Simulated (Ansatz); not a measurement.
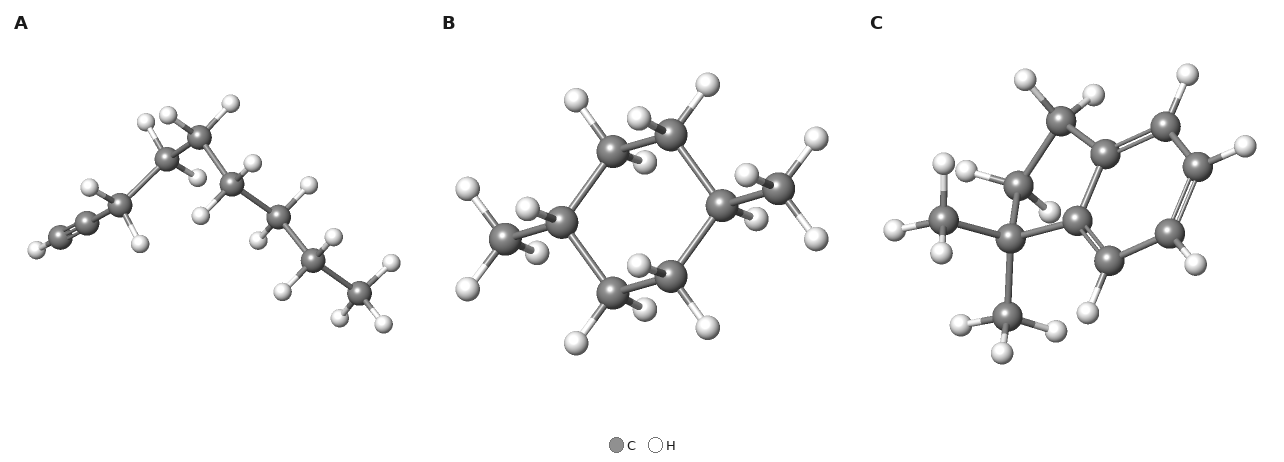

Figure made from data computed with Ansatz.

**Which panel belongs to which SMILES?**
(1) C#CCCCCCCC
(2) CC1(C)CCc2ccccc21
(3) C[C@H]1CC[C@H](C)CC1

A is (1), B is (3), C is (2).
